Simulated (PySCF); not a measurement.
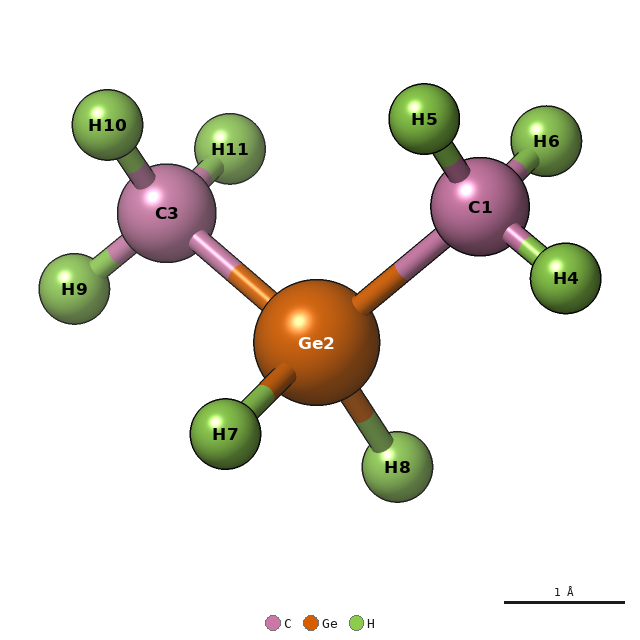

Numbered structure. Computed geometry: PBE0-D3(BJ)/def2-SVP optimisation. No frequency run is at hand to confirm it as a minimum.

Give these bond angles: C1–Ge2–C3, C1–Ge2–H7, Ge2–C1–H4, Ge2–C1–H5.

```json
{"angle": "C1–Ge2–C3", "degrees": "110.4"}
{"angle": "C1–Ge2–H7", "degrees": "109.6"}
{"angle": "Ge2–C1–H4", "degrees": "111.0"}
{"angle": "Ge2–C1–H5", "degrees": "110.3"}
```
